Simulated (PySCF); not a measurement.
**H₅SbTe, SMILES `[TeH2].[SbH3]`: what the electrons do**

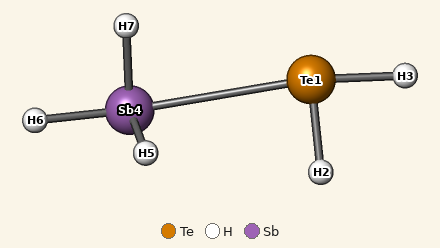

The molecule, with its atoms numbered as below. The pair's geometry is semi-empirical, so its contact may be too short or too long.

Coordinates in Å:

```
Te1     -1.6391    0.0338   -0.0122
H2      -1.5810   -1.5978   -0.0523
H3      -3.2178   -0.1292    0.4543
Sb4      1.6520   -0.0125    0.0565
H5       1.2106   -0.8525   -1.3328
H6       3.2327    0.0367   -0.5533
H7       1.3401    1.4234   -0.7610
```

### 1. Bonding charge

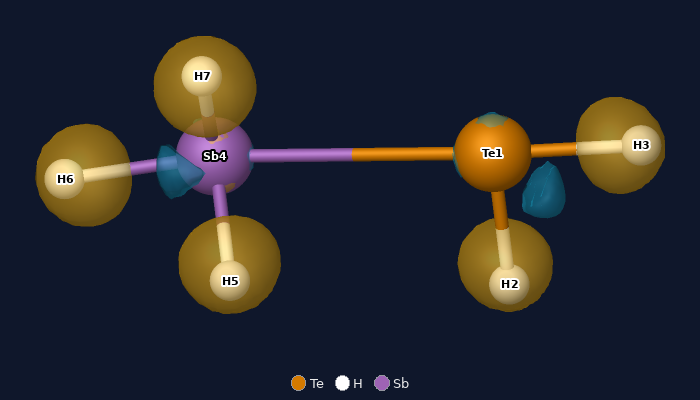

Deformation density (molecule less spherical, spin-averaged free atoms at the same positions), surfaces at ±0.1 e/Å³; yellow: gain, teal: loss.

PySCF calculation, B3LYP/def2-TZVP, gas phase; geometry: GFN2-xTB. Core potentials replace the inner electrons of Sb and Te; spin–orbit coupling isn't included.

> Describe the bonding that the map shows.

Te1–H2: +0.22 e/Å³ at the bond critical point (bond length 1.63 Å, Mayer order 1.0). Sb4–H7: +0.21 e/Å³ at the bond critical point (bond length 1.68 Å, Mayer order 1.0). Te1–H3: +0.21 e/Å³ at the bond critical point (bond length 1.65 Å, Mayer order 0.9). Sb4–H5: +0.21 e/Å³ at the bond critical point (bond length 1.68 Å, Mayer order 1.0). Sb4–H6: +0.20 e/Å³ at the bond critical point (bond length 1.70 Å, Mayer order 0.9). In all, 1.4 electrons gather in the regions of gain relative to the promolecule.

> Where do the Hirshfeld charges lie?

The highest Hirshfeld charge is on Sb4 (+0.20 e), the lowest on H6 (−0.08 e).

```tsv
atom	charge (e)
Te1	+0.07
H2	−0.02
H3	−0.02
Sb4	+0.20
H5	−0.07
H6	−0.08
H7	−0.07
```

### 2. Bond critical points

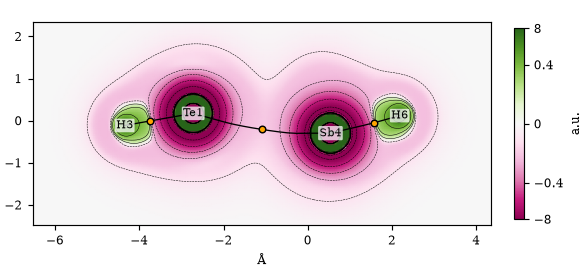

Negative Laplacian of the density (−∇²ρ) in the plane of Te1, H3, Sb4 and H6 (green positive, pink negative, colour scale in a.u., logarithmic beyond ±0.04), with bond paths and bond critical points (dots).

> Sort the bonds in the plane by the sign of ∇²ρ at their critical points.

Concentrated (∇²ρ < 0): Te1–H3 (−0.04 a.u.). Depleted (∇²ρ > 0): Sb4–H6 (+0.03 a.u., H = −0.066); Te1–Sb4 (+0.04 a.u., H = −0.001).

> Where along Te1–H3 does the critical point lie?

1.04 Å from Te1 and 0.61 Å from H3.

### 3. Local ionisation energy

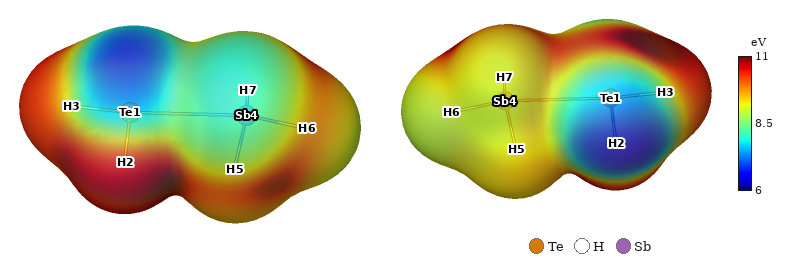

Average local ionisation energy on the surface of electron density 0.001 a.u. (back view left, front view right).

> Locate the minima of the map.

The lowest value is 6.8 eV, 2.6 Å from Te1. Further minima include 7.8 eV, 2.5 Å from Sb4; 8.8 eV, 1.7 Å from H6. For comparison, the highest occupied orbital lies at −6.3 eV.

The PySCF run shown took 13 s on 1 thread of Arm Neoverse V2 (shared host).
